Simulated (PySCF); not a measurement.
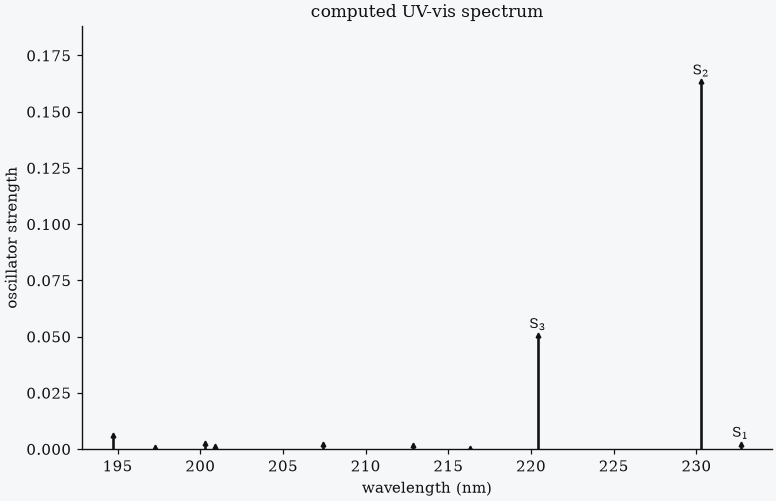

Vertical TDDFT excitations, B3LYP/def2-SVPD, PySCF 2.14.0, at a PBE0-D3(BJ)/def2-SVP geometry (no frequency check), gas phase. Only the first 10 singlet excitations are included.

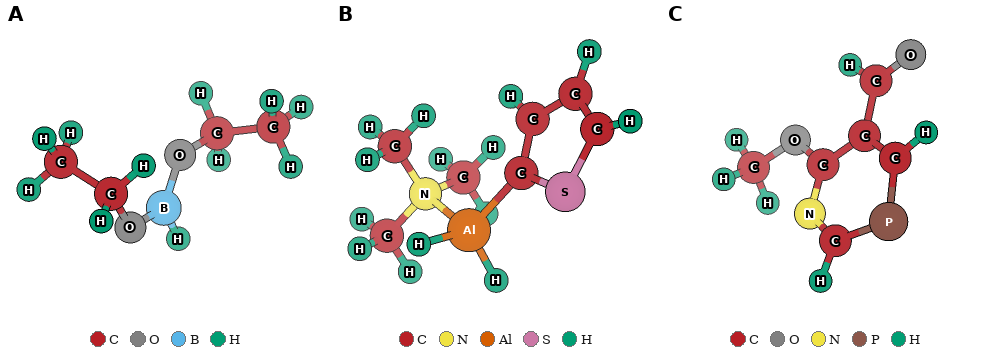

**Whose absorption spectrum is this? Choose among the lettered structures.**

Structure B, C₇H₁₄AlNS, SMILES C[N+](C)(C)[AlH2-][c]1cccs1, singlet. Its lowest singlet lies at 5.33 eV (f = 0.002) and the brightest of those computed is S2 at 5.38 eV (230 nm), f = 0.163, mainly HOMO → LUMO (92 %) (S1 lies within 0.06 eV, too close to order).

Known limits of this run: states above the negative HOMO energy depend on the basis; one conformer of a flexible molecule; core orbitals are frozen in the response.
